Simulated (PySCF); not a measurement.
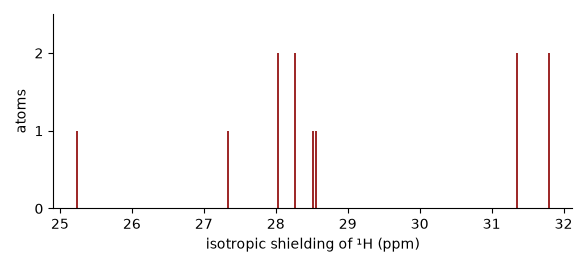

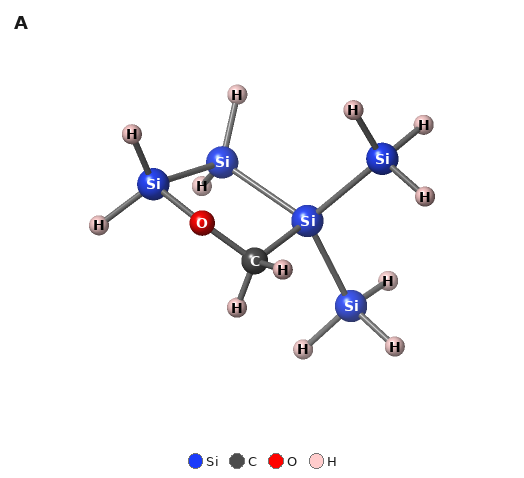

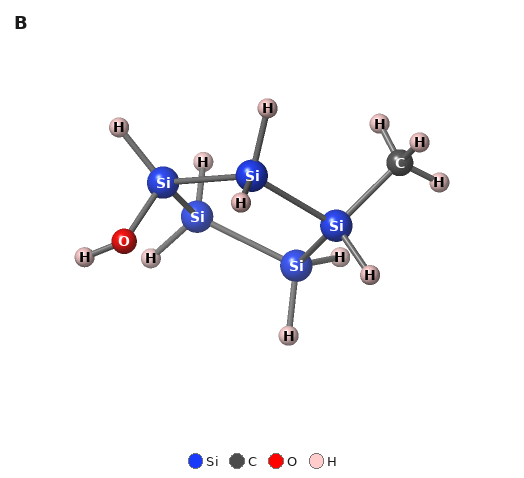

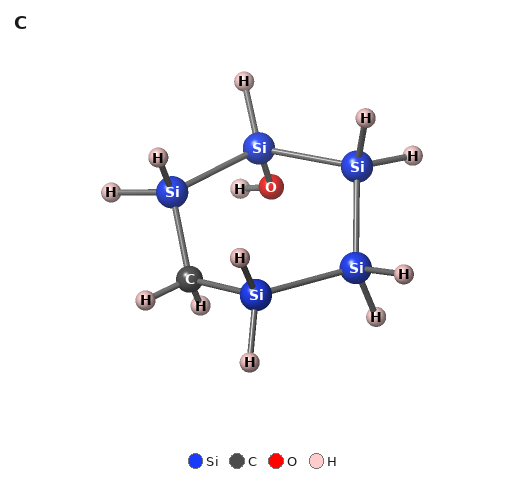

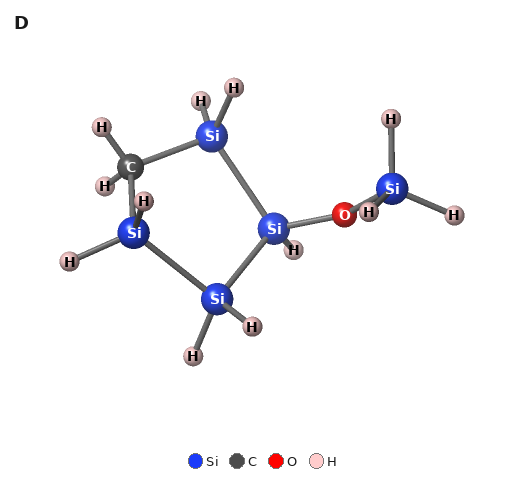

The sticks are computed shieldings of one of the molecules, for one fixed geometry (GFN2-xTB) without averaging over rotations. Low shielding means a high chemical shift. Method: GIAO PBE0/pcSseg-1 NMR shielding, non-relativistic, gas phase (PySCF 2.14.0).

Question: Match the spectrum to a structure.

Answer: B, `C[Si@@H]1[SiH2][SiH2][Si@@H](O)[SiH2]1`. Its 12 H atoms give lines at 25.23, 27.34, 28.03 (2 atoms), 28.27 (2 atoms), 28.51, 28.56, 31.35 (2 atoms), 31.79 (2 atoms) ppm.

The geometry is semi-empirical. Around Si such bond lengths and angles can be off by a tenth of an ångström or more and by several degrees, and values that hang on the shape move with them.
